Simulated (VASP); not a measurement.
Input:

```
CELL_PARAMETERS angstrom
     -2.01187     2.01187     3.38482
      2.01187    -2.01187     3.38482
      2.01187     2.01187    -3.38482
ATOMIC_POSITIONS crystal
  Hf 0.00000 0.00000 0.00000
  Cu 0.75000 0.25000 0.50000
  Cu 0.25000 0.75000 0.50000
  Cu 0.50000 0.50000 0.00000
```

Calculation: PBEsol GGA, VASP's PBE PAW potentials (set 64) (plane waves; VASP). Numerical set-up: 400 eV cut-off, 12×12×12 Γ-centred mesh, tetrahedra with Blöchl corrections, potentials Hf_pv Cu.

Unless said otherwise, spin-orbit coupling is left out, though it shifts the bands of the heavy elements here.

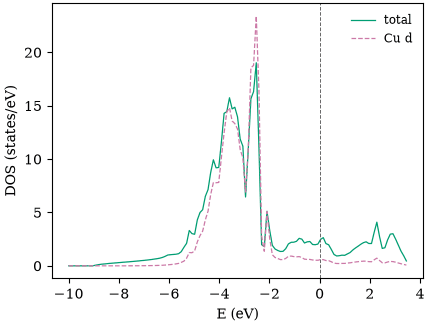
Figure: Total and projected density of states, zero at the Fermi level

Within 2 eV below the Fermi level the largest weight inside VASP's projection spheres is Cu d, then Hf d.

It has no gap at this level: it comes out as a metal or semimetal.

The structure comes from a computed database's HfCu3 entry (I4/mmm); how it stands against other phases isn't given here. It was relaxed first. The electron count is odd and the run is not spin-polarised, which forces a metal.
